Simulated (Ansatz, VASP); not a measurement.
# Cross-check of ZnO (zincite) between VASP and Ansatz, part 2 of 3

One calculation is typed for both programs; each brings its own data sets and cutoff. How far apart do they land?

VASP 6.6.1 and Ansatz 0.2.0.

So far: Starting point; VASP: band structure, r2SCANh.

**3. Ansatz: band structure, r2SCANh**

Level of this step: Ansatz beside VASP: Kohn-Sham DFT, plane waves, r2SCANh (Ansatz).

Ansatz runs on its default PAW (the set named soft_2) files.

The same cell, functional, mesh and smearing now go to Ansatz, which takes its cutoff from its data sets.

Input file input.yaml:

```yaml
crystal:
  lattice:
    - [3.249308, 0.0, 0.0]
    - [-1.624654, 2.8139832727, 0.0]
    - [0.0, 0.0, 5.205709]
  atoms:
    - { symbol: Zn, position: [0.3333333333, 0.6666666667, 0.5] }
    - { symbol: Zn, position: [0.6666666667, 0.3333333333, 0.0] }
    - { symbol: O, position: [0.6666666667, 0.3333333333, 0.37901] }
    - { symbol: O, position: [0.3333333333, 0.6666666667, 0.87901] }
hamiltonian:
  xc: r2scanh
  pseudopotentials: { kind: paw }
kpoints:
  mp_grid: { grid: [5, 5, 3] }
  band_path:
    path:
      - [0.0, 0.0, 0.0]
      - [0.4, 0.0, 0.0]
      - [0.4, 0.2, 0.0]
      - [0.2, 0.2, 0.0]
      - [0.0, 0.0, 0.1]
      - [0.0, 0.0, 0.5]
      - [0.4, 0.0, 0.5]
      - [0.4, 0.2, 0.5]
      - [0.2, 0.2, 0.5]
      - [0.5, 0.0, 0.4]
      - [0.33333, 0.33333, 0.0]
      - [0.33333, 0.33333, 0.5]
    npoints: 1
scf:
  occupations: { method: gaussian, width: 0.02 }
  n_extra_bands: 8
output:
  forces: true
  stress: true
  eigenvalues: true
```

On the command line:

```sh
$ ansatz run input.yaml --threads 4 --pin off --max-ram 9216MiB --backend cpu --events-out ev --progress --plain --runs-dir out
```

Numbers of over 12 decimals in the logs are rounded to 6 here.

Log:

```text
Warning: output.stress: scf.convergence.dr2_threshold = 1e-7 eV (the SCF's general default) is looser than the 4e-10 eV advised for a printed stress (1e-10 eV for each atom of the cell: 4). What an SCF threshold leaves in a stress goes as its square root, and in the free energy as the threshold itself, and one threshold admits the most on a small cell: [figures from the program's tests cut] Set scf.convergence.dr2_threshold to 4e-10 eV or tighter. The threshold is an SCF's pass mark: one that does not reach it within its budget of iterations ends unconverged, or closes short of it on a stop that the run arms, and scf.convergence.dr2_threshold's page says what that costs each kind of run
Warning: output.stress: scf.exx.energy_threshold = 1e-6 eV is looser than the 4e-8 eV advised for a stress under a hybrid functional (1e-8 eV for each atom of the cell: 4). Every SCF of the exchange loop can meet its threshold on dr2 while the loop round them stops early: no threshold on dr2 bounds what that leaves in the stress. Set scf.exx.energy_threshold to 4e-8 eV or tighter. The threshold is the loop's pass mark: a loop that does not reach it within its budget of cycles ends unconverged, and scf.exx.energy_threshold's page has the law
scf.n_extra_bands = 8 over 18 filled bands (N_el = 36.0): the run solves 26 bands
Engine: ansatz 0.2.0, aarch64-unknown-linux-gnu
Pseudopotentials: kind: paw
Pseudopotential: Zn, paw, valence charge 12, recommended cutoff 500 eV (meta_gga), Zn.paw.azcp
Pseudopotential: O, paw, valence charge 6, recommended cutoff 500 eV (meta_gga), O.paw.azcp
Functional definition: r2SCANh
  parameter a = 0.1
  parameter k0 = 0.174
  parameter k1 = 0.065
  parameter a1 = 4.9479
  exchange = (1 - a)*r2scan_x(k0 = k0, k1 = k1, a1 = a1) + a*exact_x
  correlation = r2scan_c
Crystal: 4 atoms, lattice volume = 47.598 Å³
Basis set: ecut = 500 eV, 1213 PW (Γ), exchange–correlation on 96×96×160 points (64 copies of the dense FFT grid, shifted against one another)
Bands: 26, of which v1, the nominal top of the filled ones, is band 18 counted from 1 (17 counted from 0)
Symmetry: 12 space group operations
Space group: P63mc (ITA 186), of the structure as read, at distance tolerance 3.6e-5 Å
k-points: 10 of 75 (time reversal used)
Non-local potential: Zn, projectors of the file, l = 0: 2, l = 1: 2, l = 2: 3, l = 3: 1
Non-local potential: O, projectors of the file, l = 0: 2, l = 1: 2, l = 2: 1
PAW form: soft (Blöchl's): semilocal exchange-correlation on the pseudo side does not see the compensation charge
PAW frozen core: Zn, regenerated for the run's functional, and the local potential with it (the file was generated under x = pbe(κ = 0.804, μ = 0.219515), c = pbe(β = 0.066725))
PAW frozen core: O, regenerated for the run's functional, and the local potential with it (the file was generated under x = pbe(κ = 0.804, μ = 0.219515), c = pbe(β = 0.066725))
PAW one-centre angular grid: Zn, 590 points (default); XC on 261 of its mesh's 2673 points in the sphere
PAW one-centre angular grid: O, 302 points (default); XC on 160 Gauss nodes
Initial density: superposition of atomic densities (neutral atoms: chi_scale 0, normalization atom), corrected by the library's trained network
Initial wavefunctions: pseudopotential atomic-orbital guess
Functional: x = r2scan, c = r2scan; τ floored in thin density (d = 2e-4 eV/Å³), warm-up for x = 0.9 r2scan + 0.1 exact, c = r2scan; τ floored in thin density (d = 2e-4 eV/Å³)
SCF iter   1: F=—  HF=-7789.834622 eV  |F-HF|=—  |Δ(HF+E_count)|=         —  Δρ=2.08e-2  dr2=1.01e-1  dr2_τ=9.83e-2  ethr=1.77e-3  ⟨swp⟩=11.6  Hψ=1362  notcnv=0
preconditioner: auto → none  [insulator: Δε(μ)=1.384 eV  Ē_g=16.399 eV  σ=0.020 eV  W_gap=1.00  n_scr=22 (ndim 8)  ℏωp=32.3 eV  f_vac=0.034  D(μ)=0.00/eV (n_scr^D=0)]
iter 2 solved again at ethr=1.85e-5 eV; its pass at ethr=2.80e-4 eV (dr2=6.66e-3 eV) is discarded
SCF iter   2: F=—  HF=-7789.855350 eV  |F-HF|=—  |Δ(HF+E_count)|=   2.07e-2  Δρ=4.34e-3  dr2=6.68e-3  dr2_τ=7.53e-4  ethr=1.85e-5  ⟨swp⟩=2.0  Hψ=1330  notcnv=0
SCF iter   3: F=—  HF=-7789.850296 eV  |F-HF|=—  |Δ(HF+E_count)|=   5.05e-3  Δρ=4.07e-3  dr2=2.80e-3  dr2_τ=1.98e-4  ethr=1.85e-5  ⟨swp⟩=4.0  Hψ=906  notcnv=0
SCF iter   4: F=—  HF=-7789.850534 eV  |F-HF|=—  |Δ(HF+E_count)|=   2.38e-4  Δρ=1.67e-3  dr2=1.08e-3  dr2_τ=1.25e-4  ethr=7.77e-6  ⟨swp⟩=3.0  Hψ=557  notcnv=0
SCF iter   5: F=-7789.850316 eV  HF=-7789.850322 eV  |F-HF|=5.71e-6  |Δ(HF+E_count)|=   2.12e-4  Δρ=1.17e-4  dr2=7.24e-6  dr2_τ=1.04e-6  ethr=3.01e-6  ⟨swp⟩=3.2  Hψ=531  notcnv=0
SCF 1 stopped early in 5 iterations: F = -7789.850316 eV  dr2 = 7.24e-6
  greatest PAW one-centre occupation: 0.987 electrons in one spin orbital (limit 2), on the Zn atom at site 1 (counted from 0), in its partial waves of l = 2
Initial density: handed on by an earlier stage of this run
Initial wavefunctions: those handed on with the density
Functional: x = 0.9 r2scan + 0.1 exact, c = r2scan; τ floored in thin density (d = 2e-4 eV/Å³)
Frozen-core exchange: fock
SCF iter   1: F=—  HF=-7788.393392 eV  |F-HF|=—  |Δ(HF+E_count)|=         —  Δρ=8.09e-3  dr2=1.73e-2  dr2_τ=4.11e-5  ethr=2.01e-7  ⟨swp⟩=6.2  Hψ=1293  notcnv=0
preconditioner: auto → none  [insulator: Δε(μ)=2.182 eV  Ē_g=17.588 eV  σ=0.020 eV  W_gap=1.00  n_scr=22 (ndim 8)  ℏωp=32.3 eV  f_vac=0.039  D(μ)=0.00/eV (n_scr^D=0)]
SCF iter   2: F=—  HF=-7788.388424 eV  |F-HF|=—  |Δ(HF+E_count)|=   4.97e-3  Δρ=9.76e-4  dr2=5.12e-4  dr2_τ=2.39e-5  ethr=2.01e-7  ⟨swp⟩=4.2  Hψ=951  notcnv=0
SCF iter   3: F=—  HF=-7788.389726 eV  |F-HF|=—  |Δ(HF+E_count)|=   1.30e-3  Δρ=5.83e-4  dr2=1.01e-4  dr2_τ=1.04e-5  ethr=2.01e-7  ⟨swp⟩=3.3  Hψ=601  notcnv=0
SCF iter   4: F=—  HF=-7788.389718 eV  |F-HF|=—  |Δ(HF+E_count)|=   7.86e-6  Δρ=2.68e-4  dr2=3.74e-5  dr2_τ=2.42e-6  ethr=2.01e-7  ⟨swp⟩=3.8  Hψ=545  notcnv=0
SCF iter   5: F=—  HF=-7788.389712 eV  |F-HF|=—  |Δ(HF+E_count)|=   6.47e-6  Δρ=1.45e-4  dr2=1.45e-5  dr2_τ=4.14e-7  ethr=9.58e-8  ⟨swp⟩=2.0  Hψ=440  notcnv=0
SCF iter   6: F=—  HF=-7788.389709 eV  |F-HF|=—  |Δ(HF+E_count)|=   3.23e-6  Δρ=2.32e-5  dr2=2.00e-6  dr2_τ=9.18e-9  ethr=3.23e-8  ⟨swp⟩=3.0  Hψ=492  notcnv=0
SCF iter   7: F=—  HF=-7788.389724 eV  |F-HF|=—  |Δ(HF+E_count)|=   1.54e-5  Δρ=7.50e-5  dr2=2.51e-6  dr2_τ=1.93e-7  ethr=3.60e-10  ⟨swp⟩=4.0  Hψ=946  notcnv=0
SCF iter   8: F=-7788.389723 eV  HF=-7788.389723 eV  |F-HF|=4.61e-9  |Δ(HF+E_count)|=   7.20e-7  Δρ=6.30e-6  dr2=4.97e-8  dr2_τ=3.45e-10  ethr=3.60e-10  ⟨swp⟩=4.8  Hψ=698  notcnv=0
SCF 2 converged in 8 iterations: F = -7788.389723 eV  dr2 = 4.97e-8
  Residual-converged pass: ⟨swp⟩=2.7  Hψ=455  notcnv=0  max |occ|·‖R‖ = 6.2e-6 eV (tolerance 6.7e-6 eV)  dr2=4.95e-8  dr2_τ=3.44e-10  dr2_onsite=3.60e-9  max |Δocc| = 0.0e0
  greatest PAW one-centre occupation: 0.988 electrons in one spin orbital (limit 2), on the Zn atom at site 1 (counted from 0), in its partial waves of l = 2
hybrid outer 1: dexx = +1.279e-3 eV, tail = 1.47e-6 eV
Frozen-core exchange: fock
SCF iter   1: F=—  HF=-7788.389676 eV  |F-HF|=—  |Δ(HF+E_count)|=         —  Δρ=1.75e-5  dr2=8.79e-8  dr2_τ=2.46e-9  ethr=2.04e-8  ⟨swp⟩=4.4  Hψ=607  notcnv=0
preconditioner: auto → none  [insulator: Δε(μ)=2.143 eV  Ē_g=17.509 eV  σ=0.020 eV  W_gap=1.00  n_scr=22 (ndim 8)  ℏωp=32.3 eV  f_vac=0.043  D(μ)=0.00/eV (n_scr^D=0)]
SCF iter   2: F=—  HF=-7788.389676 eV  |F-HF|=—  |Δ(HF+E_count)|=   1.85e-8  Δρ=2.21e-6  dr2=2.98e-9  dr2_τ=3.02e-10  ethr=2.10e-10  ⟨swp⟩=4.0  Hψ=729  notcnv=0
SCF iter   3: F=-7788.389676 eV  HF=-7788.389676 eV  |F-HF|=1.77e-9  |Δ(HF+E_count)|=   1.73e-8  Δρ=2.14e-6  dr2=1.41e-9  dr2_τ=2.29e-10  ethr=3.10e-12  ⟨swp⟩=4.0  Hψ=795  notcnv=0
SCF 3 converged in 3 iterations: F = -7788.389676 eV  dr2 = 1.41e-9
  Residual-converged pass: ⟨swp⟩=2.1  Hψ=439  notcnv=0  max |occ|·‖R‖ = 4.7e-7 eV (tolerance 6.3e-7 eV)  dr2=1.41e-9  dr2_τ=2.28e-10  dr2_onsite=9.42e-10  max |Δocc| = 0.0e0
  greatest PAW one-centre occupation: 0.988 electrons in one spin orbital (limit 2), on the Zn atom at site 0 (counted from 0), in its partial waves of l = 2
hybrid outer 2: dexx = +1.594e-8 eV, tail = 5.23e-9 eV, Δε = 5.90e-4 eV (about 4.55e-5 eV left of the loop's levels), ΔF = 9.33e-5 eV/Å (tail 1.86e-4)
NSCF: frozen V_eff on 12 k-points
hybrid SCF converged: 2 outer / 11 inner (+5 warm-up), last move |dexx| = 1.59e-8 eV, tail = 5.23e-9 eV
Stability not checked: this state was not tested for a lower state beside it, because the functional holds exact exchange (a hybrid, or Hartree-Fock), whose exchange loop this test does not read (fock_operator; see scf.lower_state_search)
Free energy (F): -7788.389676 eV
Frozen-core exchange: fock
Harris-Foulkes:  -7788.389676 eV  (|F-HF|=1.77e-9)
Internal energy: -7788.389676 eV  (E = F + TS)
E sigma→0 (E₀):  -7788.389676 eV
Fermi energy:    7.285895 eV
--- Per-component energies (eV) ---
  E_band       = 13.286096
  E_kinetic    = 612.770194
  E_local      = -4024.382802  (includes V_loc(G=0)·N_el)
  E_nonlocal   = 1344.624983
  E_hartree    = 1663.812424
  E_xc         = -356.692000
  E_vxc        = -285.017689  (∫ρ·V_xc dr)
  E_exx        = -55.072948  (= α·E_x^exact, valence–valence)
  E_paw        = -4010.929384  (= ΣΔE_a)
  E_vpaw       = -868.632921  (= ΣTr[D̂ρ^β])
  E_aug_tail   = 0.001782  (compensation charges beyond the density's cutoff)
  E_vtau       = 16.442148  (kinetic-family band-sum trace: ∫τ·v_τ [+ j·A + Jᵃ·Aᵃ] dr)
  E_ewald      = -2962.594745
  E_core_change = 0.072821  (= ΣΔE_core)
  E_smearing   = -0.000000  (= −TS)
  E_closure    = 0.000000  (closes the sum)
  Σ components = -7788.389676   (vs F -7788.389676, Δ=-9.09e-13)
--- Forces (eV/Å), atoms counted from 1 ---
  atom   1  Zn    -0.00000000    -0.00000000    -0.07382759
  atom   2  Zn    -0.00000000     0.00000000    -0.07382759
  atom   3  O      0.00000000    -0.00000000     0.07395659
  atom   4  O     -0.00000000     0.00000000     0.07395659
  max |Σ_I F_I| component: 2.58e-4 eV/Å
--- Stress (GPa, compression-positive) ---
       -2.464564      -0.000000      -0.000000
       -0.000000      -2.464564      -0.000000
       -0.000000      -0.000000      -1.076087
  P = ⅓ Tr σ = -2.0017 GPa (-20.017 kbar)
--- Band table (eV; the first three rows and the last of 10) ---
  k-point 0: bands = [... 14 lower, 5.3646, 6.1463, 6.2143, 6.2143, 8.3573, 13.0912, 16.1406, 20.9645, ... 4 higher]
  k-point 1: bands = [... 14 lower, 5.5807, 5.5807, 6.0054, 6.0054, 9.9847, 12.1042, 17.0481, 19.6223, ... 4 higher]
  k-point 2: bands = [... 14 lower, 4.8507, 4.8599, 5.8570, 5.9377, 10.2209, 14.5073, 16.0333, 18.2283, ... 4 higher]
  k-point 9: bands = [... 14 lower, 3.3319, 4.2600, 4.5119, 4.9884, 14.3361, 14.9381, 16.0419, 16.8364, ... 4 higher]
```

The job ended after 42 s (4 threads of Arm Neoverse V1, shared host; peak memory 0.91 GiB).

**4. Comparison**

Known differences besides the PAW data sets themselves: exact exchange at q = 0 is treated differently, which shows on coarse meshes; VASP keeps PBE cores, Ansatz makes them for the functional; the cutoff is 500 eV in Ansatz and 520 eV in VASP; VASP takes a coarser grid for exact exchange (PRECFOCK = Fast). Total energies have different zeros and are not compared.

The two programs side by side:

```
                     quantity  Ansatz   VASP  difference
gap over the path points (eV)   2.143  2.129      +0.014
```

Forces (eV/Å; atoms numbered as in POSCAR):

```
atom        Ansatz x, y, z          VASP x, y, z
 Zn1  0.000, 0.000, -0.074  0.000, 0.000, -0.087
 Zn2  0.000, 0.000, -0.074  0.000, 0.000, -0.087
  O3   0.000, 0.000, 0.074   0.000, 0.000, 0.087
  O4   0.000, 0.000, 0.074   0.000, 0.000, 0.087
```

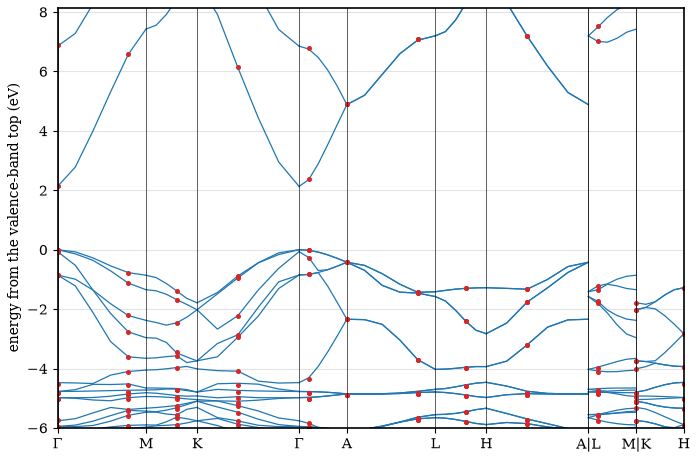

Bands from VASP (lines) and levels from Ansatz (dots). Dots without a line are higher empty bands that the VASP plot leaves out.

Levels at points of the path, from each program's valence-band top (eV; 4 filled, then empty):

```
k (reciprocal lattice)                                   Ansatz                                     VASP
     0.000 0.000 0.000     -0.85 -0.07 0.00 0.00 2.14 6.88 9.93     -0.85 -0.07 0.00 0.00 2.13 6.85 9.92
     0.400 0.000 0.000   -2.77 -2.21 -1.12 -0.77 6.59 9.04 9.18   -2.77 -2.22 -1.13 -0.77 6.58 9.01 9.15
     0.400 0.200 0.000   -3.46 -2.46 -1.68 -1.38 8.44 9.09 9.14   -3.47 -2.46 -1.68 -1.39 8.43 9.06 9.12
     0.200 0.200 0.000  -2.87 -2.22 -0.95 -0.88 6.14 9.28 10.28  -2.87 -2.22 -0.95 -0.88 6.13 9.26 10.25
     0.000 0.000 0.100  -0.83 -0.26 -0.02 -0.02 2.37 6.78 10.01  -0.83 -0.26 -0.02 -0.02 2.36 6.75 10.00
     0.000 0.000 0.500  -0.42 -0.42 -0.42 -0.42 4.89 4.89 11.93  -0.42 -0.42 -0.42 -0.42 4.88 4.88 11.90
     0.400 0.000 0.500  -1.46 -1.46 -1.43 -1.43 7.08 7.08 10.42  -1.46 -1.46 -1.43 -1.43 7.05 7.05 10.40
     0.400 0.200 0.500  -2.41 -2.41 -1.30 -1.30 8.32 8.32 10.29  -2.41 -2.41 -1.30 -1.30 8.29 8.29 10.27
     0.200 0.200 0.500  -1.76 -1.76 -1.33 -1.33 7.21 7.21 10.84  -1.76 -1.76 -1.33 -1.33 7.19 7.19 10.81
     0.500 0.000 0.400  -1.80 -1.73 -1.35 -1.22 7.04 7.53 10.06  -1.81 -1.74 -1.35 -1.22 7.01 7.50 10.05
```

The forces differ by 7.8 meV/Å r.m.s., which is 15.4 % of the r.m.s. force of 0.05 eV/Å (both taken over all components). Among the levels compared (up to four filled and three empty ones at each point), filled levels agree within 14 meV and empty ones within 34 meV.

**5. VASP: band structure, PBE-EpsX**

The same path points are solved in both programs, so levels can be compared one by one.

Input file INCAR:

```
SYSTEM = ZnO
PREC = Accurate
ENCUT = 520
EDIFF = 1E-06
NELM = 100
ISMEAR = 0
SIGMA = 0.02
LREAL = .FALSE.
ALGO = Normal
LHFCALC = .TRUE.
AEXX = 0.171
GGA = PE
LASPH = .TRUE.
NBANDS = 24
PRECFOCK = Fast
HFRCUT = -1
LORBIT = 11
LWAVE = .FALSE.
LCHARG = .FALSE.
KPAR = 8
```

Input file POSCAR:

```
ZnO
1.0
    3.2493080000      0.0000000000      0.0000000000
   -1.6246540000      2.8139832727      0.0000000000
    0.0000000000      0.0000000000      5.2057090000
Zn O
2 2
Direct
    0.3333333333      0.6666666667      0.5000000000
    0.6666666667      0.3333333333      0.0000000000
    0.6666666667      0.3333333333      0.3790100000
    0.3333333333      0.6666666667      0.8790100000
```

Input file KPOINTS:

```
Automatic mesh
0
Gamma
5 5 3
0 0 0
```

Input file KPOINTS_OPT:

```
Line mode
6
Line-mode
Reciprocal
  0.00000000   0.00000000   0.00000000 GAMMA
  0.50000000   0.00000000   0.00000000 M

  0.50000000   0.00000000   0.00000000 M
  0.33333333   0.33333333   0.00000000 K

  0.33333333   0.33333333   0.00000000 K
  0.00000000   0.00000000   0.00000000 GAMMA

  0.00000000   0.00000000   0.00000000 GAMMA
  0.00000000   0.00000000   0.50000000 A

  0.00000000   0.00000000   0.50000000 A
  0.50000000   0.00000000   0.50000000 L

  0.50000000   0.00000000   0.50000000 L
  0.33333333   0.33333333   0.50000000 H

  0.33333333   0.33333333   0.50000000 H
  0.00000000   0.00000000   0.50000000 A

  0.50000000   0.00000000   0.50000000 L
  0.50000000   0.00000000   0.00000000 M

  0.33333333   0.33333333   0.00000000 K
  0.33333333   0.33333333   0.50000000 H
```

Potentials, in the order of the species: Zn and O (PBE family, release 64).

On the command line:

```sh
$ mpirun -np 8 vasp_std
```

Log:

```text
[banner, memory and clock lines left out]
running    8 mpi-ranks, on    1 nodes
[...]
[... a notice as in an earlier step ...]

 LDA part: xc-table for (Slater+PW92), standard interpolation
 found WAVECAR, reading the header
 POSCAR, INCAR and KPOINTS ok, starting setup
[...]
HFRCUT set to (new)   9.481018
 reading WAVECAR
 the WAVECAR file was read successfully
 initial charge from wavefunction
 entering main loop
       N       E                     dE             d eps       ncg     rms          rms(c)
DAV:   1    -0.219108725519E+02   -0.21911E+02   -0.54307E-01   600   0.257E+01    0.162E+00
DAV:   2    -0.219018150737E+02    0.90575E-02   -0.25940E-01   584   0.916E+00    0.536E-01
DAV:   3    -0.219024576457E+02   -0.64257E-03   -0.18754E-02   672   0.223E+00    0.296E-01
DAV:   4    -0.219024106490E+02    0.46997E-04   -0.19465E-03   544   0.349E-01    0.164E-01
[...]
DAV:   8    -0.219022468261E+02    0.42113E-05   -0.21676E-06   400   0.164E-02    0.203E-02
DAV:   9    -0.219022451483E+02    0.16779E-05   -0.78606E-07   344   0.113E-02    0.121E-02
DAV:  10    -0.219022444571E+02    0.69119E-06   -0.63063E-07   264   0.909E-03
   1 F= -.21902244E+02 E0= -.21902244E+02  d E =-.227439E-24
 Start KPOINTS_OPT (optional k-point list driver)
k-point batch [1-10\54]
       N       E                     dE             ncg
DAV:   1     0.118047893042E+04   -0.83794E+04      488
DAV:   2    -0.179793113610E+04   -0.29784E+04      528
DAV:   3    -0.208995829927E+04   -0.29203E+03      536
DAV:   4    -0.209691988398E+04   -0.69616E+01      584
DAV:   5    -0.209698199223E+04   -0.62108E-01      632
DAV:   6    -0.209698252634E+04   -0.53411E-03      600
DAV:   7    -0.209698253266E+04   -0.63255E-05      568
DAV:   8    -0.209698253276E+04   -0.96815E-07      416
[...]
k-point batch [51-54\54]
       N       E                     dE             ncg
DAV:   1     0.877532950142E+04   -0.55590E+04      192
DAV:   2     0.760064880536E+04   -0.11747E+04      208
DAV:   3     0.748055480187E+04   -0.12009E+03      216
DAV:   4     0.747778007531E+04   -0.27747E+01      208
DAV:   5     0.747775879048E+04   -0.21285E-01      224
DAV:   6     0.747775863583E+04   -0.15465E-03      216
DAV:   7     0.747775863428E+04   -0.15504E-05      176
DAV:   8     0.747775863425E+04   -0.30833E-07      128
```

[end of part 2 of 3]

[Lines on the potential files, build, host, timing and source positions are cut from VASP's logs without a mark.]

[Logs are printed without paths, hosts, clocks, repeated set-up lines and the standing remarks that a program may print on its own settings, such as how far it seeks lower states.]

[Hosts, paths, dates, database ids (printed as entryN), source tags and the programs' standing remarks are cut or masked in the printed files.]
